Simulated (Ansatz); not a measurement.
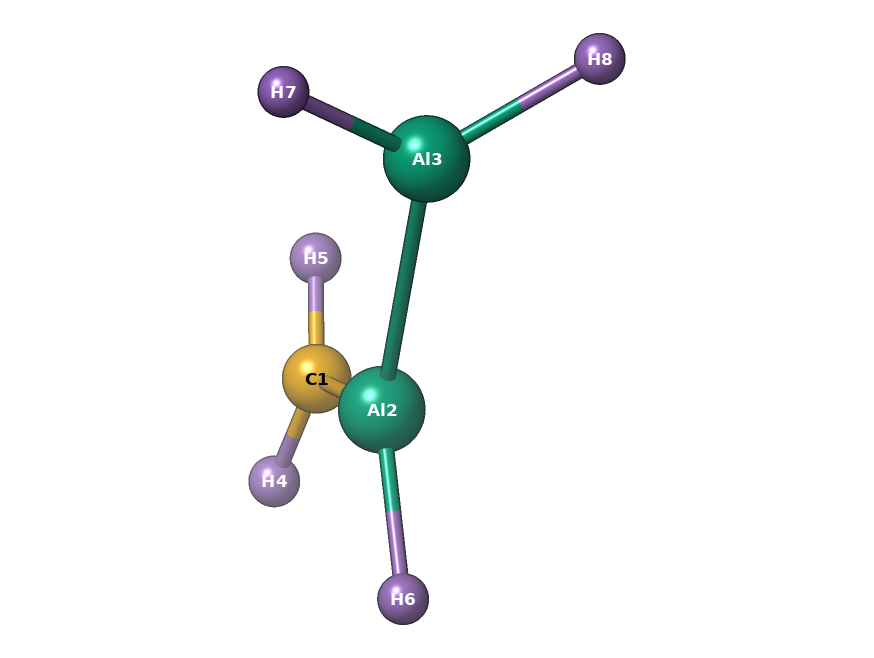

C1 lies behind Al2. The molecule seen a little off the Al2–C1 bond, Al2 in front. Atoms fade into the background with distance from the viewer. Charge 0, doublet. The computed structure is the end point of a PBE-D4/def2-SVP optimisation. No frequency run is at hand to confirm it as a minimum.

Question: What is the torsion angle Al3–Al2–C1–H4? The sign is positive where the front bond must turn clockwise to cover the back bond.

Answer: −168°, antiperiplanar (anti).
